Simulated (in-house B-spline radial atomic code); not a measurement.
**Hf⁷⁰⁺: isotopes**

Aim: how the levels of Hf⁷⁰⁺ shift from isotope to isotope, through nuclear size; the mass enters as a recoil term, given apart.

The numbers are computed with in-house B-spline radial atomic code version 1 (Dirac-Hartree-Fock, average of configuration, Fermi nucleus, basis-set limit), except any that are marked as measured or tabulated.

### Step 1. Starting point

```
element       : hafnium (Z = 72)
charge        : +70
electrons     : 2
configuration : 1s2
Hamiltonian   : Dirac-Coulomb
nucleus       : Fermi, rms radius 5.290 fm
```

The run's settings:

```ini
Z = 72
electrons = 2.0
configuration = 1s2
hamiltonian = dirac
method = hf
spin_polarised = False
nucleus = fermi
rms_radius = 5.2898
mass_number = 170
atomic_mass = 169.939609
speed_of_light = 137.035999084
```

From the earlier run of the reference: total energy -5549.599602 hartree (electron-nucleus part -12109.0909, recoil term 0.01791459). Levels, eight at most:

```csv
orbital,occupation,energy (eV),<r> (bohr)
1s1/2,2,-74822.2,0.01888
```

### Step 2. Mass number 177

The run's settings:

```ini
Z = 72
electrons = 2.0
configuration = 1s2
hamiltonian = dirac
method = hf
spin_polarised = False
nucleus = fermi
rms_radius = 5.3309
mass_number = 177
atomic_mass = 176.943230187
speed_of_light = 137.035999084
```

Results of the run (chosen fields of its result record, rounded):

```text
status: converged
scf [iteration, energy, orbital gradient]:
  - [1, -5548.88180361, 2.83]
  - [2, -5549.57698819, 0.00979]
  - [3, -5549.57699197, 0.00491]
  - [4, -5549.57699293, 0.00247]
  - [5, -5549.57699325, 1.07e-05]
  - [6, -5549.57699325, 2.95e-08]
energy [hartree]: {"total": -5549.57699325, "kinetic": 6509.09280792, "nuclear": -12108.9395195, "coulomb": 100.539436611, "exact_exchange": -50.2697183053}
breit [hartree]: {"gaunt": 5.377908, "retardation": 0.0, "frequency_dependence": 0.0}
qed [hartree]: {"self_energy": 10.17817, "uehling": -1.943467, "wichmann_kroll": 0.0740016}
recoil [hartree]: 0.01720544
total_with_corrections [hartree]: -5535.87317761
orbitals [hartree, bohr; first row names the columns]:
  - ["name", "occ", "eps", "<r>"]
  - ["1s1/2", 2.0, -2749.6536375, 0.018882]
sum_r [bohr^k]: {"-1": 168.2007, "1": 0.0377645, "2": 0.0009774515}
energy_minus_base [hartree]: 0.0226087088
energy_minus_base_with_corrections [hartree]: 0.0220646932
```

Run time: 0.14 s. Hardware: 1 thread, shared host.

energy_minus_base is the energy less that of the reference run.

### Step 3. Mass number 178

The run's settings:

```ini
Z = 72
electrons = 2.0
configuration = 1s2
hamiltonian = dirac
method = hf
spin_polarised = False
nucleus = fermi
rms_radius = 5.3371
mass_number = 178
atomic_mass = 177.943708322
speed_of_light = 137.035999084
```

Result record:

```text
status: converged
scf [iteration, energy, orbital gradient]:
  - [1, -5548.87838355, 2.83]
  - [2, -5549.57356735, 0.00979]
  - [3, -5549.57357113, 0.00491]
  - [4, -5549.57357208, 0.00247]
  - [5, -5549.5735724, 1.07e-05]
  - [6, -5549.5735724, 3.01e-08]
energy [hartree]: {"total": -5549.5735724, "kinetic": 6509.07337142, "nuclear": -12108.9166227, "coulomb": 100.53935769, "exact_exchange": -50.2696788452}
breit [hartree]: {"gaunt": 5.377896, "retardation": 0.0, "frequency_dependence": 0.0}
qed [hartree]: {"self_energy": 10.17817, "uehling": -1.94343, "wichmann_kroll": 0.07400109}
recoil [hartree]: 0.01710869
total_with_corrections [hartree]: -5535.8698286
orbitals [hartree, bohr; first row names the columns]:
  - ["name", "occ", "eps", "<r>"]
  - ["1s1/2", 2.0, -2749.6519468, 0.018882]
sum_r [bohr^k]: {"-1": 168.2004, "1": 0.03776452, "2": 0.0009774527}
energy_minus_base [hartree]: 0.0260295518
energy_minus_base_with_corrections [hartree]: 0.0254137094
```

Wall time 0.14 s (1 thread, shared host).

### Step 4. Mass number 179

The run's settings:

```ini
Z = 72
electrons = 2.0
configuration = 1s2
hamiltonian = dirac
method = hf
spin_polarised = False
nucleus = fermi
rms_radius = 5.3408
mass_number = 179
atomic_mass = 178.945825705
speed_of_light = 137.035999084
```

Result record:

```text
status: converged
scf [iteration, energy, orbital gradient]:
  - [1, -5548.87634094, 2.83]
  - [2, -5549.57152459, 0.00979]
  - [3, -5549.57152838, 0.00491]
  - [4, -5549.57152933, 0.00247]
  - [5, -5549.57152965, 1.07e-05]
  - [6, -5549.57152965, 2.96e-08]
energy [hartree]: {"total": -5549.57152965, "kinetic": 6509.06176623, "nuclear": -12108.9029512, "coulomb": 100.539310563, "exact_exchange": -50.2696552817}
breit [hartree]: {"gaunt": 5.377889, "retardation": 0.0, "frequency_dependence": 0.0}
qed [hartree]: {"self_energy": 10.17817, "uehling": -1.943408, "wichmann_kroll": 0.07400079}
recoil [hartree]: 0.01701288
total_with_corrections [hartree]: -5535.86786679
orbitals [hartree, bohr; first row names the columns]:
  - ["name", "occ", "eps", "<r>"]
  - ["1s1/2", 2.0, -2749.6509372, 0.018882]
sum_r [bohr^k]: {"-1": 168.2003, "1": 0.03776454, "2": 0.0009774534}
energy_minus_base [hartree]: 0.0280723056
energy_minus_base_with_corrections [hartree]: 0.0273755193
```

Wall time 0.14 s (1 thread, shared host).

### Step 5. Mass number 180

The run's settings:

```ini
Z = 72
electrons = 2.0
configuration = 1s2
hamiltonian = dirac
method = hf
spin_polarised = False
nucleus = fermi
rms_radius = 5.347
mass_number = 180
atomic_mass = 179.946559537
speed_of_light = 137.035999084
```

Result record:

```text
status: converged
scf [iteration, energy, orbital gradient]:
  - [1, -5548.87291549, 2.83]
  - [2, -5549.56809945, 0.00979]
  - [3, -5549.56810324, 0.00491]
  - [4, -5549.56810419, 0.00247]
  - [5, -5549.56810451, 1.07e-05]
  - [6, -5549.56810451, 3e-08]
energy [hartree]: {"total": -5549.56810451, "kinetic": 6509.04230967, "nuclear": -12108.88003, "coulomb": 100.539231544, "exact_exchange": -50.2696157722}
breit [hartree]: {"gaunt": 5.377878, "retardation": 0.0, "frequency_dependence": 0.0}
qed [hartree]: {"self_energy": 10.17817, "uehling": -1.943372, "wichmann_kroll": 0.07400029}
recoil [hartree]: 0.01691825
total_with_corrections [hartree]: -5535.86451134
orbitals [hartree, bohr; first row names the columns]:
  - ["name", "occ", "eps", "<r>"]
  - ["1s1/2", 2.0, -2749.6492444, 0.018882]
sum_r [bohr^k]: {"-1": 168.2, "1": 0.03776456, "2": 0.0009774546}
energy_minus_base [hartree]: 0.0314974478
energy_minus_base_with_corrections [hartree]: 0.0307309617
```

Run time: 0.14 s. Hardware: 1 thread, shared host.

### Step 6. Mass number 182

The run's settings:

```ini
Z = 72
electrons = 2.0
configuration = 1s2
hamiltonian = dirac
method = hf
spin_polarised = False
nucleus = fermi
rms_radius = 5.3516
mass_number = 182
atomic_mass = 181.950563684
speed_of_light = 137.035999084
```

Result record:

```text
status: converged
scf [iteration, energy, orbital gradient]:
  - [1, -5548.87037184, 2.83]
  - [2, -5549.56555648, 0.00979]
  - [3, -5549.56556026, 0.00491]
  - [4, -5549.56556121, 0.00247]
  - [5, -5549.56556153, 1.07e-05]
  - [6, -5549.56556153, 2.97e-08]
energy [hartree]: {"total": -5549.56556153, "kinetic": 6509.02786607, "nuclear": -12108.863014, "coulomb": 100.539172878, "exact_exchange": -50.2695864388}
breit [hartree]: {"gaunt": 5.377869, "retardation": 0.0, "frequency_dependence": 0.0}
qed [hartree]: {"self_energy": 10.17817, "uehling": -1.943345, "wichmann_kroll": 0.07399992}
recoil [hartree]: 0.01673191
total_with_corrections [hartree]: -5535.86213622
orbitals [hartree, bohr; first row names the columns]:
  - ["name", "occ", "eps", "<r>"]
  - ["1s1/2", 2.0, -2749.6479875, 0.018882]
sum_r [bohr^k]: {"-1": 168.1998, "1": 0.03776458, "2": 0.0009774555}
energy_minus_base [hartree]: 0.0340404212
energy_minus_base_with_corrections [hartree]: 0.0331060834
```

Run time: 0.14 s. Hardware: 1 thread, shared host.

### Step 7. The shifts

All values are changes from the reference run; energy changes under 1e-04 eV count as noise.

| change | rms radius (fm) | δ<r²> (fm²) | Δ total energy (eV) | Δ recoil term, not in the total or the levels (eV) | Δ 1s1/2 level (eV) |
| --- | --- | --- | --- | --- | --- |
| mass number 177 | 5.3309 | +0.437 | +0.6152 | -0.0193 | +0.3041 |
| mass number 178 | 5.3371 | +0.503 | +0.7083 | -0.02193 | +0.3501 |
| mass number 179 | 5.3408 | +0.542 | +0.7639 | -0.02454 | +0.3775 |
| mass number 180 | 5.3470 | +0.608 | +0.8571 | -0.02711 | +0.4236 |
| mass number 182 | 5.3516 | +0.658 | +0.9263 | -0.03218 | +0.4578 |

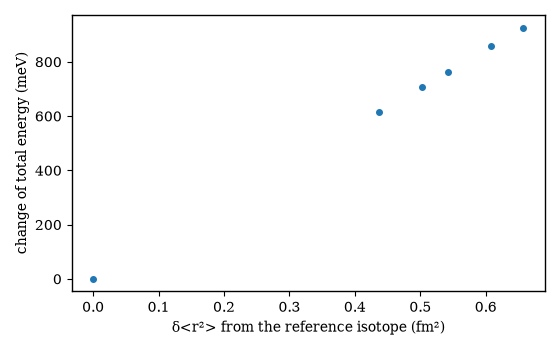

Field shift of the total energy against the change of the mean square nuclear radius.

**Reading.** The total energy moves by 1409 meV for each fm² of δ<r²> (from mass number 182): a larger nucleus binds the s electrons less. For that pair the recoil (mass) term changes by 0.032 eV against 0.93 eV from size, so size rules the shift. The recoil term is approximate.
